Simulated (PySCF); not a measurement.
**C$_{2}$H$_{8}$OSi$_{2}$, SMILES `[SiH3]C1CO[SiH2]1`: what the electrons do**

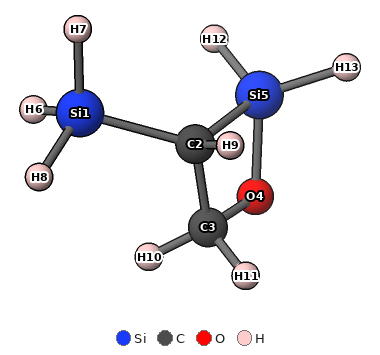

The molecule, with its atoms numbered as below. No frequency check shows the geometry to be a minimum.

Cartesian coordinates (Å):

```
Si1      1.9947    0.1584    0.1335
C2       0.2898   -0.1177   -0.6319
C3      -0.4819   -1.3227   -0.0791
O4      -1.6522   -0.6764    0.4249
Si5     -1.2354    0.8624   -0.0192
H6       1.8896    0.2439    1.5917
H7       2.5577    1.4005   -0.3998
H8       2.8704   -0.9685   -0.2092
H9       0.3655   -0.1600   -1.7181
H10      0.0148   -1.8423    0.7435
H11     -0.7715   -2.0560   -0.8346
H12     -1.0569    1.7396    1.1304
H13     -2.1293    1.4055   -1.0368
```

### 1. Bonding charge

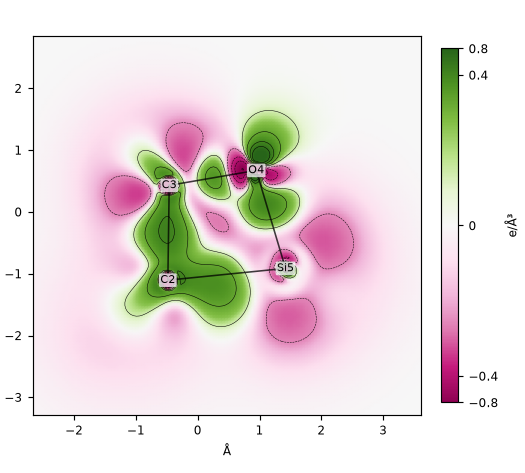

Deformation density (molecule less spherical, spin-averaged free atoms) in the plane of C2, C3, O4 and Si5; colour scale in e/Å³, logarithmic beyond ±0.1; green: gain, pink: loss.

PySCF calculation, B3LYP/def2-SVP, gas phase; geometry: GFN2-xTB.

> How much density has each bond in this plane gained at its critical point, relative to the free atoms?

C2–C3: +0.44 e/Å³ at the bond critical point (bond length 1.53 Å, Mayer order 1.0). C2–Si5: +0.12 e/Å³ at the bond critical point (bond length 1.91 Å, Mayer order 1.0); up to 0.6 Å beside the axis the gain reaches +0.31 e/Å³. C3–O4: +0.10 e/Å³ at the bond critical point (bond length 1.43 Å, Mayer order 0.9); up to 0.6 Å beside the axis the gain reaches +0.28 e/Å³. O4–Si5: +0.05 e/Å³ at the bond critical point (bond length 1.66 Å, Mayer order 1.1); up to 0.6 Å beside the axis the gain reaches +0.38 e/Å³. In all, 3.1 electrons gather in the regions of gain relative to the promolecule. A small or negative value marks a very polar bond, one between electron-rich atoms, whose free-atom densities already overlap strongly, a long bond to a heavier atom, or a closed-shell contact such as a hydrogen bond.

### 2. Local ionisation energy

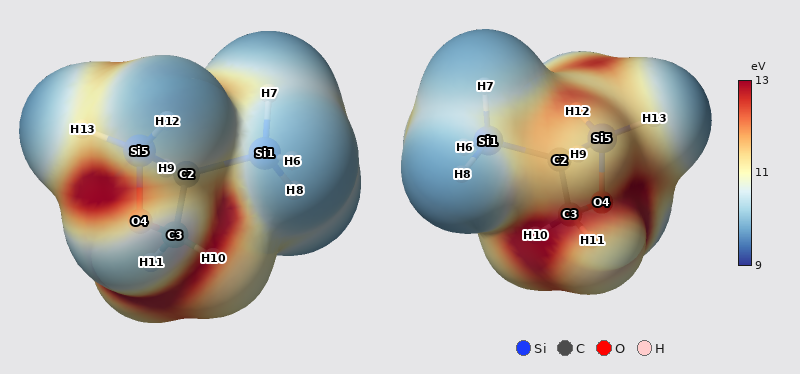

Average local ionisation energy on the surface of electron density 0.001 a.u. (back view left, front view right).

> Where are the most loosely bound electrons on this surface?

The lowest value is 9.7 eV, 1.5 Å from H8. Further minima include 10.1 eV, 1.8 Å from O4. For comparison, the highest occupied orbital lies at −7.5 eV.

### 3. In an electric field

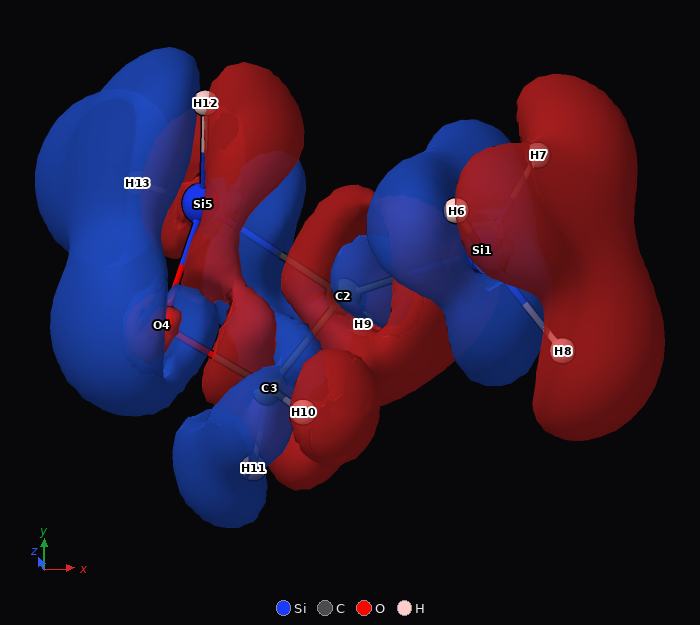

Change of the electron density in a uniform field of 0.21 V/Å, surfaces at ±0.001 e/Å³ (blue: gain, red: loss).

Level of theory: PBE0/cc-pVDZ (PySCF), at a geometry from GFN2-xTB. A basis without diffuse functions makes polarisabilities too small.

> Along which Cartesian direction does the field point?

Along +x: electrons gather on the −x side, against the field.

> What dipole is induced, and what polarisability does it imply?

The induced dipole is 0.78 D (along the field); α along this axis, from the fields in both directions, is 77 bohr³ (11.4 Å³).

> Which atoms gain and lose the most charge?

Electrons gather most on Si5 (Hirshfeld charge changes by −0.009 e) and leave Si1 most (+0.009 e); 0.068 electrons are displaced in all.

### 4. Removing or adding an electron

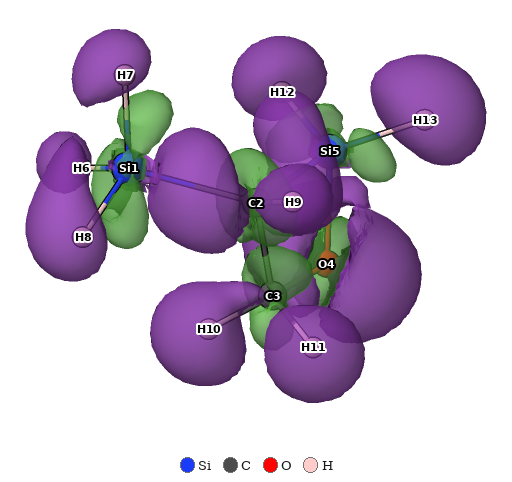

Fukui function f⁻ = ρ(N) − ρ(N−1) at fixed geometry, surfaces at ±0.015 e/Å³ (purple positive, green negative).

Level of theory: PBE0/def2-SVPD (PySCF), at a geometry from GFN2-xTB.

> On which atoms does the density change most on removal of an electron?

f⁻ (Hirshfeld-condensed) is largest on O4 (0.19) and Si5 (0.13); the vertical ionisation energy is 9.82 eV (the stability of the cation's solution wasn't checked). Condensed values hint at sites of electrophilic attack but needn't mark the atom that reacts. Orbital relaxation makes it negative in places (0.20 e in all).

### 5. Stretching a bond

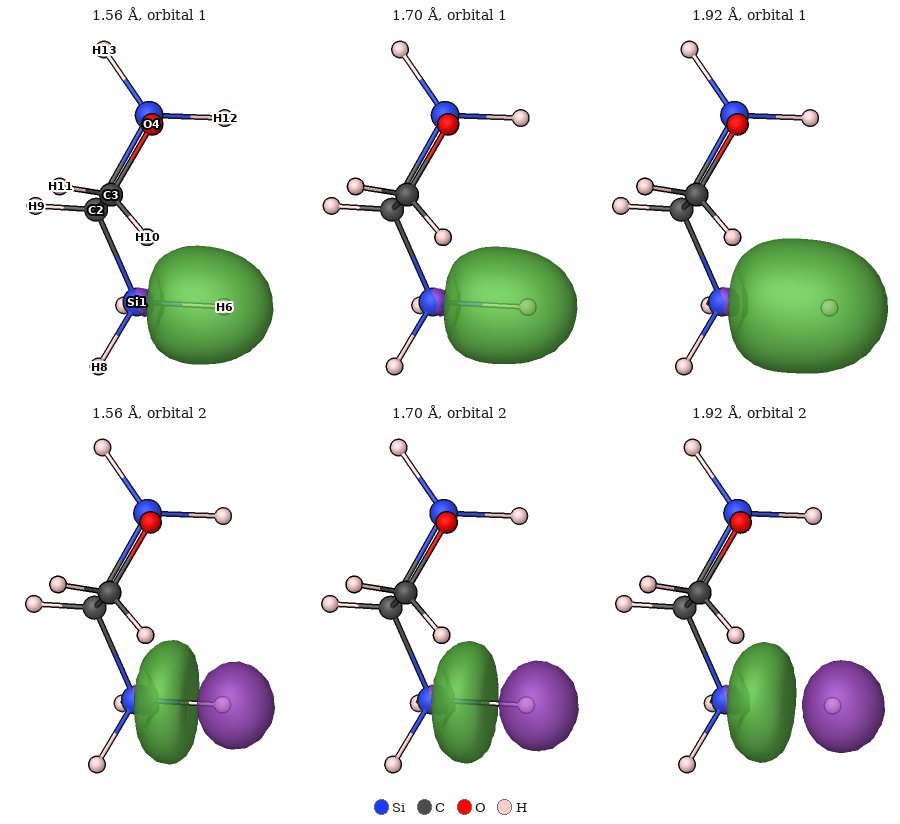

Rigid stretch of the Si1–H6 bond. The two CASSCF(2,2) natural orbitals nearest half filling (orbital 1 the more occupied).

Method: 6-31G* basis; geometry: GFN2-xTB; program: PySCF.

> How do the occupations change along the stretch?

1.56 Å: 1.98 and 0.02; 1.70 Å: 1.97 and 0.03; 1.92 Å: 1.95 and 0.05. At the longest distance computed (3.98 Å) they are 1.20 and 0.80, and the effective number of unpaired electrons is 1.9.

> Where does the UHF solution part from RHF?

Between 1.92 Å (⟨S²⟩ = 0, the two coincide) and 2.20 Å (⟨S²⟩ = 0.08); at 3.98 Å ⟨S²⟩ is 0.99 and UHF lies 3.4 eV below RHF.

> How much energy does the stretch cost?

By CASSCF, 3.7 eV from the lowest point of the scan (1.56 Å) to 3.98 Å; RHF gives 6.7 eV from its own lowest point. The fragments aren't relaxed and dynamic correlation is missing, so this isn't a bond dissociation energy.

The PySCF runs shown took 14 s, 52 s, 120 s and 4 min on 1 thread of Intel(R) Xeon(R) Platinum 8375C CPU @ 2.90GHz (Ice Lake) (shared host).
